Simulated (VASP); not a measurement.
Band structure of SiO2 (rutile). Computed with optB88-vdW, VASP's PBE PAW potentials (set 64) (plane waves; VASP).

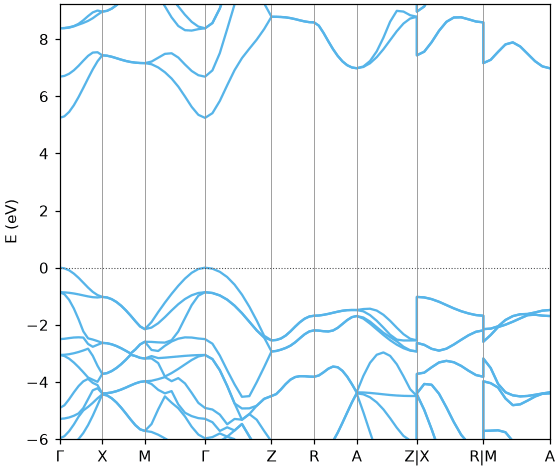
Figure: Bands along high-symmetry lines, zero at the valence-band maximum or, without a gap, the Fermi level

Problem. Read the plot: is there a gap, and where are the band edges?

Solution. The gap is direct, 5.24 eV, from the valence maximum at Γ to the conduction minimum at Γ. (Edges off the drawn lines would not show.)

The compound is SiO2 in the rutile structure, stishovite, a high-pressure form. It was relaxed first.
